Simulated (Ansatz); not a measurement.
## Electronic structure of ClH3O2Si···H2O in real space

Input

```
crystal:
  periodic: [false, false, false]
  atoms:
    - { symbol: Si, position_ang: [-0.103171, -0.194613, 0.080924] }
    - { symbol: Cl, position_ang: [-0.29762, -0.361581, 2.17747] }
    - { symbol: O, position_ang: [1.48741, -0.210447, -0.359881] }
    - { symbol: H, position_ang: [1.827075, -1.085001, -0.586255] }
    - { symbol: H, position_ang: [-0.795943, 1.00311, -0.377478] }
    - { symbol: O, position_ang: [-0.73014, -1.591531, -0.534095] }
    - { symbol: H, position_ang: [-1.482397, -2.00075, -0.096396] }
    - { symbol: O, position_ang: [1.291688, 2.124469, 1.069725] }
    - { symbol: H, position_ang: [1.97285, 1.572122, 0.657641] }
    - { symbol: H, position_ang: [1.192848, 1.723823, 1.961745] }
basis:
  gaussian: { orbitals: def2-SVP }
hamiltonian:
  xc: cam_b3lyp
relax:
  f_tol: 0.03
  max_steps: 50
output:
  orbitals: {}
```

Launched as:

```sh
ansatz run input.yaml --threads 4 --pin off --max-ram 5120MiB --backend cpu --events-out ev --progress --plain --runs-dir out
```

The fields are those of the run's last geometry, not of the input's.

These are results of Ansatz, RKS CAM-B3LYP/def2-SVP, not measurements.

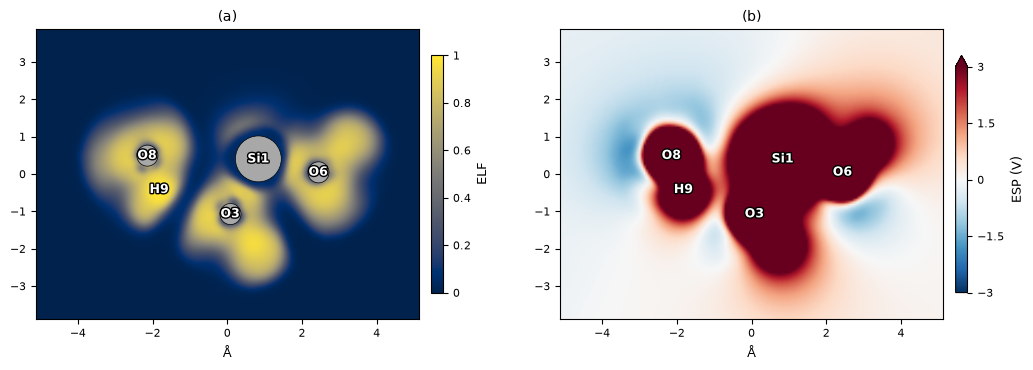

Figure 1. (a) electron localisation function; (b) electrostatic potential on the plane of atoms O3, Si1 and O6. Grey discs cover the atomic cores in the ELF map.

Read the bonding off the picture.

Answer.
- The section cuts through Si, O and H sites.
- O3···H9 (2.01 Å): the ELF dips to about 0.05 between them: by its geometry a hydrogen bond between the two molecules, with no shared pair.
- Si–O (1.65 Å): the ELF peaks at about 0.90 between the atoms (a polar covalent bond).
- O–H (0.97 Å): the ELF climbs to about 1 towards the hydrogen, as it does in any bond to H; an ordinary covalent bond to hydrogen.
- The ELF also peaks beside O3, O6 and O8, away from the bonds: lone-pair regions.
- Outside the dense part of the complex the potential is most negative (−1.8 V) near O8.

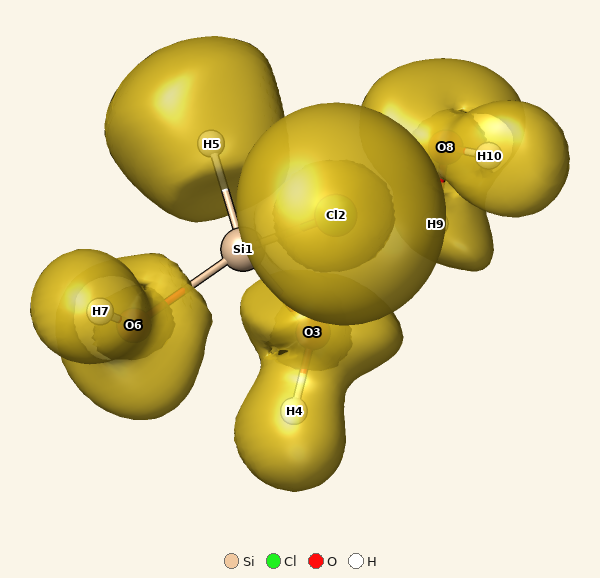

Figure 2. Isosurface of the ELF at 0.75 (yellow), seen at an oblique angle. Core shells and regions of very low density are left out.

Where are the electrons localised?

Answer. The ELF exceeds this value in one region around a hydrogen nucleus, one region on Cl in which the atom's valence shell and bonds are merged and three joined regions spread over several atoms (H, O), in which their bonds and any lone pairs are merged.

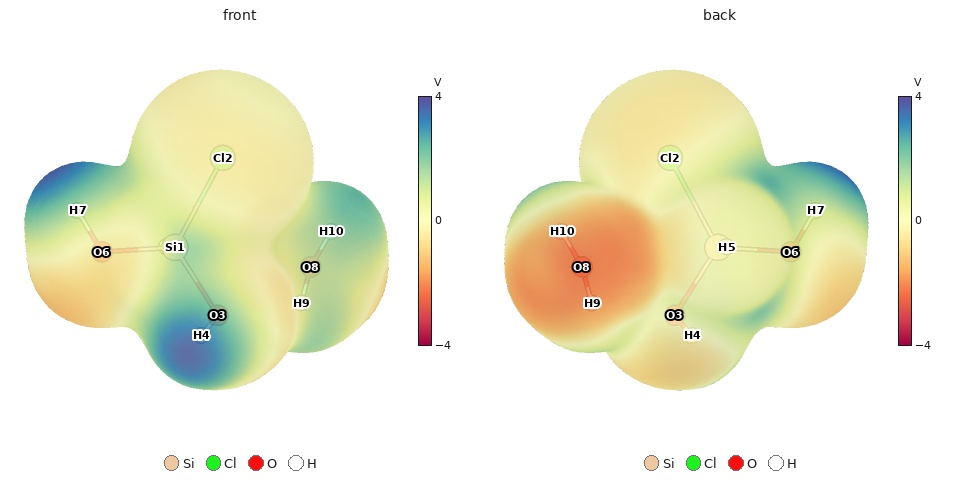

Figure 3. The molecular electrostatic potential painted on the density surface at 0.004 e/bohr³, seen from the front and from behind; red is negative and blue positive.

Where is the surface potential most negative and most positive?

Answer. The most negative region (about −2.2 V, or −51 kcal/mol for a unit charge) lies over O8, the most positive (about +3.6 V, or +83 kcal/mol for a unit charge) over H4 and H7. O8 is the likeliest acceptor of a hydrogen bond.

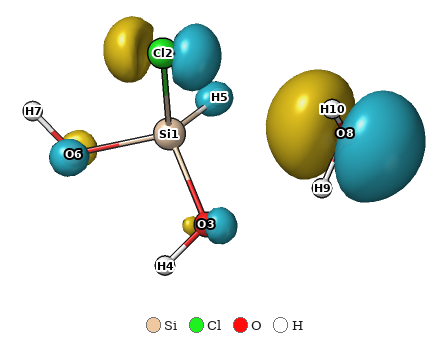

Figure 4. The HOMO at ±0.15 Å⁻³ᐟ² (yellow and cyan are the two phases), seen at a tilt.

Describe this orbital and give its energy.

Answer. It lies mainly on O8 (about 75 %) and Cl2 (about 10 %); largely a lone pair of O8. Its energy is −9.69 eV.
